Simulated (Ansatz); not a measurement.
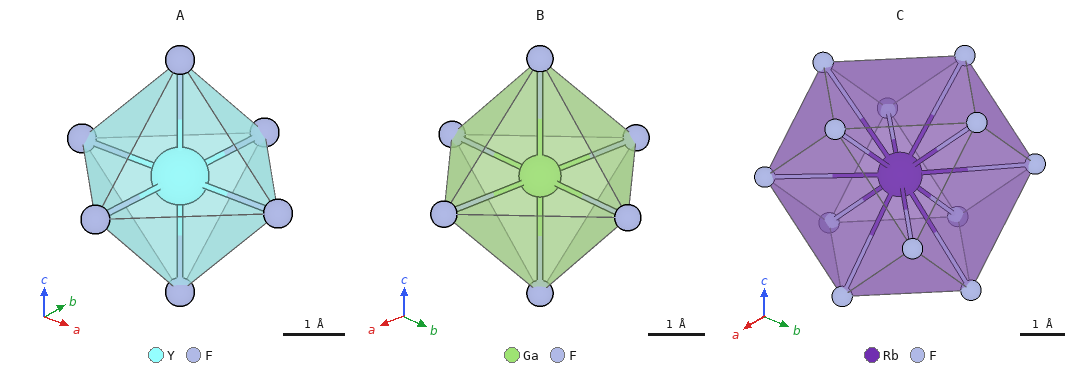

Coordination polyhedra in Rb₂YGaF₆ (Fm-3m). The shape measure S (0 to 100) is the computed least-squares distance from an ideal polyhedron; S = 0 means ideal. Source: the end point of a relaxation (final pressure about 5.3 GPa) with Ansatz, DFT, PAW plane waves, r2scan; the starting structure was generated, so it need not be a known form of this composition.

### Name each polyhedron.

A. YF6: an essentially ideal octahedron (coordination number 6, S = 0.00; next best trigonal prism, S = 16.7); mean bond 2.12 Å.
B. GaF6: an essentially ideal octahedron (coordination number 6, S = 0.00; next best trigonal prism, S = 16.7); mean bond 2.34 Å.
C. RbF12: a slightly distorted cuboctahedron (coordination number 12, S = 0.12; next best icosahedron, S = 5.4); mean bond 3.16 Å.
